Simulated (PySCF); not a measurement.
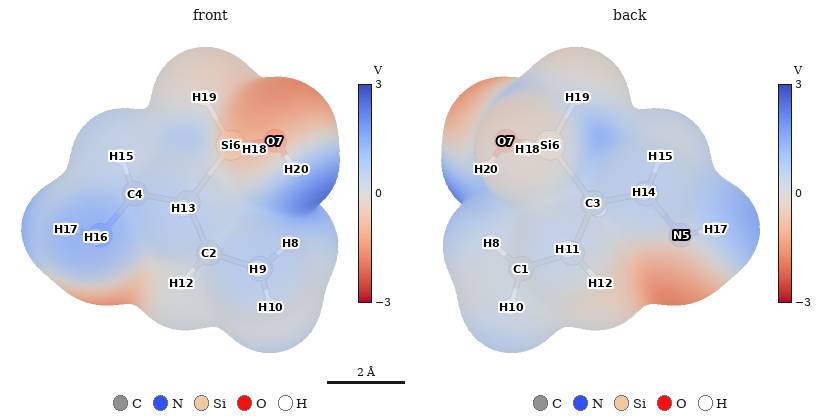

The picture shows: C4H13NOSi (SMILES CC[C@H](CN)[SiH2]O). The molecular electrostatic potential painted on the density surface at 0.002 e/bohr³, seen from the front and from behind; the colour scale runs from red (negative) to blue (positive).

Geometry: GFN2-xTB.

The calculation used PBE0/pcSseg-1, SCF density, gas phase, non-relativistic (PySCF).

Input file:

```
{"job": {"kind": "nmr", "xc": "PBE0", "basis": "pcSseg-1"}, "charge": 0, "multiplicity": 1}
C      2.044664     0.853588    -0.000286
C      1.031686    -0.123971    -0.583605
C     -0.281671    -0.185108     0.204770
C     -1.167417    -1.282851    -0.384254
N     -0.503935    -2.577358    -0.314121
Si    -1.222611     1.476596     0.279365
O     -0.670498     2.436827     1.471513
H      1.707594     1.881664    -0.121469
H      2.201406     0.660217     1.059771
H      3.001632     0.752310    -0.508382
H      0.814775     0.157611    -1.616324
H      1.462833    -1.126936    -0.603431
H     -0.034497    -0.488620     1.231045
H     -1.353979    -1.069450    -1.440697
H     -2.142711    -1.278066     0.131805
H     -0.345735    -2.832447     0.655853
H     -1.085206    -3.295998    -0.731118
H     -1.113248     2.143450    -1.022216
H     -2.608821     1.305361     0.695737
H      0.260589     2.603859     1.593008
```

Run with:

```sh
OMP_NUM_THREADS=1 python probes_run.py task.json out
```

Which sites attract a positive test charge, and which a negative one?

Answer. A positive charge is drawn to the negative regions and a negative charge to the positive ones. The most negative region (about −1.6 V, or −37 kcal/mol for a unit charge) lies over N5 and O7, the most positive (about +2.3 V, or +53 kcal/mol for a unit charge) over H20.
